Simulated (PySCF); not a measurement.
# C5H9Si (SMILES CC#C[Si](C)C) (doublet): what the fields show

```xyz
15

C     3.3783   -0.2588   -0.1043
C     1.9536   -0.1141   -0.3060
C     0.7542   -0.0095   -0.4280
Si   -1.0103    0.2078   -0.8706
C    -2.0136   -1.3916   -0.6390
C    -1.7955    1.6809    0.0411
H     3.7605   -1.0675   -0.7282
H     3.8888    0.6659   -0.3748
H     3.5952   -0.4870    0.9401
H    -3.0238   -1.2899   -1.0259
H    -1.5425   -2.2255   -1.1497
H    -2.0871   -1.6485    0.4165
H    -1.8738    1.4726    1.1070
H    -2.7943    1.8965   -0.3283
H    -1.1939    2.5767   -0.0775
```

Geometry: GFN2-xTB.

Level of theory: UKS B3LYP, pcH-1 on C H Si, non-relativistic, mean-field spin-orbit, GIAO (PySCF).

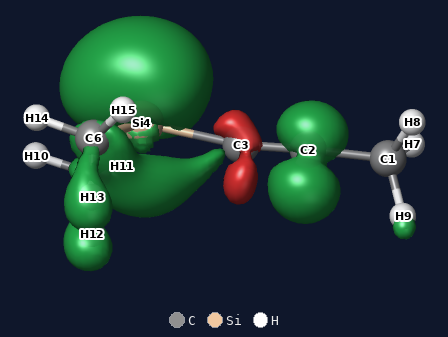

Figure 1. Isosurfaces of the spin density (α minus β) at +0.015 (green) and −0.015 e/Å³ (red), seen from one side.

> Which atoms carry the spin?

The unpaired spin (1 electron) lies mostly on Si4 (about 0.7) and C2 (about 0.1), in electrons by Hirshfeld's partition.

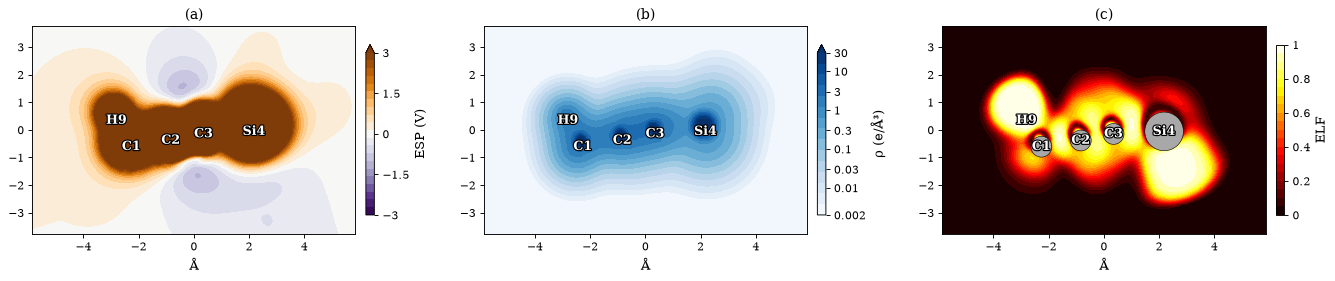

Figure 2. (a) molecular electrostatic potential; (b) electron density; (c) ELF on the plane of atoms C2, C3 and Si4. Grey discs cover the atomic cores in the ELF map.

> What does the map show?

Atoms in the plane: C, Si and H. C–C (1.21 Å): ρ at the midpoint is about 2.3 e/Å³; the ELF peaks at about 0.85 between the atoms (a short, multiple covalent bond). C–Si (1.83 Å): ρ at the midpoint is about 0.78 e/Å³; the ELF peaks at about 0.95 between the atoms; a shared electron pair. C–H (1.09 Å): the density is about 3.1 e/Å³ at the midpoint; the ELF climbs to about 1 towards the hydrogen, as it does in any bond to H. The ELF also peaks beside Si4, away from the bonds: non-bonding electrons, paired or unpaired. Outside the dense part of the molecule the potential is most negative (−1.0 V) near C3.

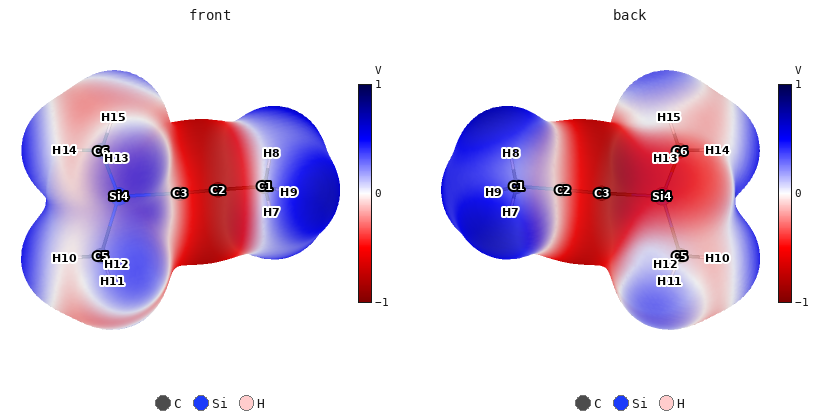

Figure 3. The molecular electrostatic potential painted on the density surface at 0.001 e/bohr³, seen from the front and from behind; red is negative and blue positive.

> Where is the surface potential most negative and most positive?

The most negative region (about −0.8 V) lies over C2 and C3, the most positive (about +0.7 V) over H7, H8 and H9.
